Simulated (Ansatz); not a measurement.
Ligand exchange: H2 + Al(CH3)(SH)2 → H2S + AlH(CH3)(SH)

Species: H2 (hydrogen), singlet; Al(CH3)(SH)2, singlet; H2S (hydrogen sulfide) `S`, singlet; AlH(CH3)(SH), singlet. The partners trade H for SH: H–H and Al–SH bonds give way to H–SH and Al–H.

Shapes, held fixed at every level: PBE0-D4/def2-TZVP. Flexible molecules stand in one conformer, not always the lowest. Programs: Ansatz 0.2.0. Electronic energies: no zero-point or thermal term.

```json
{"level": "PBE-D4/def2-TZVPP", "kind": "GGA", "ΔE (kJ/mol)": "+99.5", "less CCSD(T)/CBS estimate": "+0.6", "CPU time (sum over the molecules)": "14 s"}
{"level": "r2SCAN-D4/def2-TZVPP", "kind": "meta-GGA", "ΔE (kJ/mol)": "+103.1", "less CCSD(T)/CBS estimate": "+4.2", "CPU time (sum over the molecules)": "22 s"}
{"level": "B3LYP-D4/def2-TZVPP", "kind": "global hybrid", "ΔE (kJ/mol)": "+95.1", "less CCSD(T)/CBS estimate": "-3.8", "CPU time (sum over the molecules)": "25 s"}
{"level": "PBE0-D4/def2-TZVPP", "kind": "global hybrid", "ΔE (kJ/mol)": "+97.8", "less CCSD(T)/CBS estimate": "-1.1", "CPU time (sum over the molecules)": "15 s"}
{"level": "MP2/def2-TZVPP", "kind": "perturbation theory", "ΔE (kJ/mol)": "+104.7", "less CCSD(T)/CBS estimate": "+5.8", "CPU time (sum over the molecules)": "–"}
{"level": "CCSD(T)/def2-TZVPP", "kind": "coupled cluster or CI", "ΔE (kJ/mol)": "+94.7", "less CCSD(T)/CBS estimate": "-4.2", "CPU time (sum over the molecules)": "86 s"}
{"level": "CCSD/def2-TZVPP", "kind": "coupled cluster or CI", "ΔE (kJ/mol)": "+89.6", "less CCSD(T)/CBS estimate": "-9.3", "CPU time (sum over the molecules)": "–"}
{"level": "CCSD(T)/CBS estimate", "kind": "coupled cluster or CI", "ΔE (kJ/mol)": "+98.9", "less CCSD(T)/CBS estimate": "0.0", "CPU time (sum over the molecules)": "3 min"}
```

The highest level, CCSD(T)/CBS estimate, gives ΔE = +98.9 kJ/mol; the levels span +89.6 to +104.7. The column of differences is taken from that level and isn't an error. No measured value is set beside it here. The CBS estimate extrapolates MP2 from def2-TZVPP and def2-QZVPP and adds CCSD(T) − MP2 in the triple-zeta set, cores frozen; for H2 it overshoots the exact energy by about 1 mEh. Times are processor times on shared x86 and Arm servers, and rough.

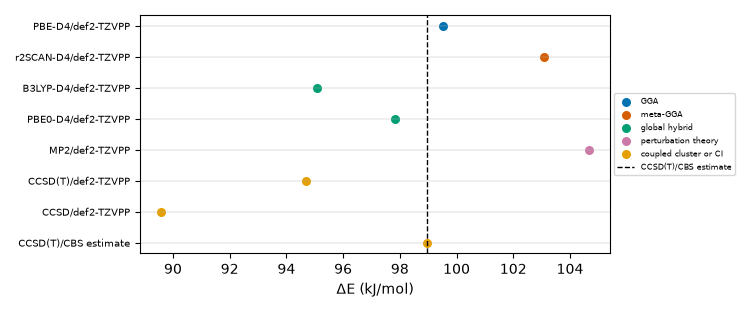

The values of the table, level by level.
